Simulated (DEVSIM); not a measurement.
Device: abrupt Ge p-n junction, at 300 K.

```
layer (left to right)  material  thickness (μm)  Nd (cm⁻³)  Na (cm⁻³)  τn (s)  τp (s)
---------------------  --------  --------------  ---------  ---------  ------  ------
1                            Ge           0.530          -     7.3e16  2.1e-6  2.1e-6
2                            Ge            6.50     1.6e15          -  2.1e-6  2.1e-6
```

Left contact: ohmic. Right contact: ohmic. Voltage is applied to the left contact. Recombination: SRH at mid-gap, radiative. Mobility is constant in doping.

The device is made up for the run: typed textbook-type constants, with dimensions and the other settings drawn at random. Values at 300 K.

| parameter | Ge |
|---|---|
| gap (eV) | 0.664 |
| affinity (eV) | 4 |
| permittivity | 16 |
| Nc (cm⁻³) | 1.04e19 |
| Nv (cm⁻³) | 6e18 |
| μn (cm²/Vs) | 3900 |
| μp (cm²/Vs) | 1900 |
| B (cm³/s) | 6.4e-14 |

Simulated with DEVSIM: 1D drift-diffusion, Boltzmann statistics, complete ionisation; no tunnelling, impact ionisation, image-force lowering or self-heating.

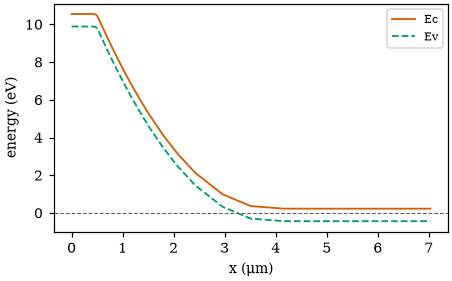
Figure: Band edges at -10.0 V on the left contact

Energies count from the Fermi level of the right contact; mesh points crowd at the junctions.

| x (μm) | Ec (eV) | Ev (eV) | n (cm⁻³) | p (cm⁻³) | field (V/cm) |
|---|---|---|---|---|---|
| 0.000 | 10.550 | 9.886 | 6.0e9 | 7.3e16 | ≈ 0 |
| 0.02143 | 10.550 | 9.886 | 5.7e9 | 7.3e16 | ≈ 0 |
| 0.06347 | 10.550 | 9.886 | 5.2e9 | 7.3e16 | ≈ 0 |
| 0.1362 | 10.550 | 9.886 | 4.2e9 | 7.3e16 | ≈ 0 |
| 0.3143 | 10.550 | 9.886 | 1.9e9 | 7.3e16 | ≈ 0 |
| 0.4275 | 10.547 | 9.883 | 4.6e8 | 6.4e16 | -1800 |
| 0.4852 | 10.491 | 9.827 | 1.1e8 | 7.5e15 | -24000 |
| 0.5249 | 10.331 | 9.667 | 5.8e7 | 1.6e13 | -56000 |
| 0.5436 | 10.220 | 9.556 | 5.7e7 | 2.1e11 | -60000 |
| 0.5780 | 10.014 | 9.350 | 5.7e7 | 4.6e8 | -59000 |
| 0.6439 | 9.627 | 8.963 | 5.9e7 | 4.0e8 | -58000 |
| 0.8425 | 8.505 | 7.841 | 6.3e7 | 4.2e8 | -55000 |
| 1.150 | 6.912 | 6.248 | 7.1e7 | 4.7e8 | -49000 |
| 1.788 | 4.147 | 3.483 | 9.6e7 | 6.0e8 | -38000 |
| 3.508 | 0.366 | -0.298 | 7.4e12 | 3.0e9 | -6400 |
| 5.197 | 0.227 | -0.437 | 1.6e15 | 1.1e11 | ≈ 0 |
| 6.083 | 0.227 | -0.437 | 1.6e15 | 1.9e11 | ≈ 0 |
| 6.546 | 0.227 | -0.437 | 1.6e15 | 2.3e11 | ≈ 0 |
| 6.846 | 0.227 | -0.437 | 1.6e15 | 2.6e11 | ≈ 0 |
| 6.945 | 0.227 | -0.437 | 1.6e15 | 2.7e11 | ≈ 0 |
| 6.997 | 0.227 | -0.437 | 1.6e15 | 2.7e11 | ≈ 0 |
| 7.030 | 0.227 | -0.437 | 1.6e15 | 2.7e11 | ≈ 0 |
